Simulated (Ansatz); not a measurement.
The starting structures come from a database of crystals and need not be the phases stable at ambient conditions.

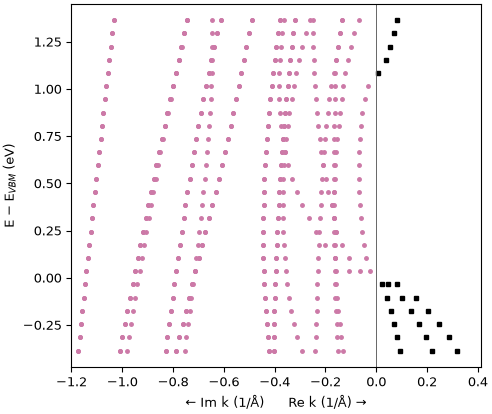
Figure: Complex bands at the centre of the two-dimensional zone; r2SCAN (Ansatz, a program for electronic structure)

No gap correction and no spin-orbit coupling; mid-gap values are interpolated between computed energies.

### Question
This is Sr(MgBi)₂ (P-3m1, not sure to be the ambient phase, 5 atoms a cell, 32.3 Å³ an atom) along the normal of (111). Read off the slowest decay at the centre of the two-dimensional zone at 0.53 eV, the computed energy nearest the middle of the gap.

### Answer
κ ≈ 0.07 1/Å, a decay length 1/(2κ) of the density of 7.4 Å.
